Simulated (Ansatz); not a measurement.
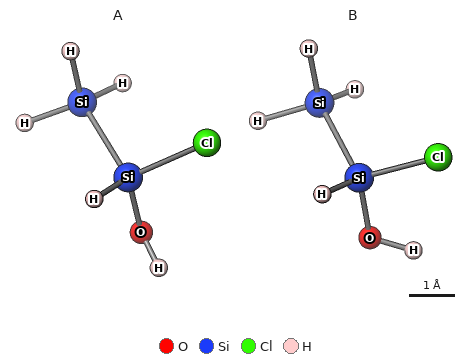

Two geometries of Si₂H₅OCl (coarse preliminary run), drawn at one scale. One is the start of a relaxation, the other its converged end. Style: ball-and-stick. Shown from a free direction.

Computed with RKS PBE-D4/def2-SVP (Ansatz 0.2.0). (force threshold 0.03 eV/Å; at most 200 steps)

Which one is relaxed?

Answer. Structure A is the relaxed one. The start comes from a force field. After 10 accepted moves (11 points after the start) the energy has fallen by 0.382 eV. The largest force component goes from 2.8 to 0.029 eV/Å. The line search rejected the trial step at point 9 of the run. The largest move after the best rigid fit is that of an H atom, 0.63 Å. By element the largest moves are H 0.63 Å, Cl 0.34 Å, O 0.27 Å, Si 0.10 Å. Near-neighbour distances that change, for instance: Cl–Si 1.974 → 2.098 Å, H–O 1.029 → 0.974 Å, Si–Si 2.290 → 2.343 Å, H–Si 1.552 → 1.505 Å. Among the angles between lasting bonds that change: O–Si–Cl 104.4° → 111.1°, O–Si–Si 111.1° → 106.7°, Si–Si–Cl 111.6° → 107.2°. Groups turn about O–Si by about 65°.
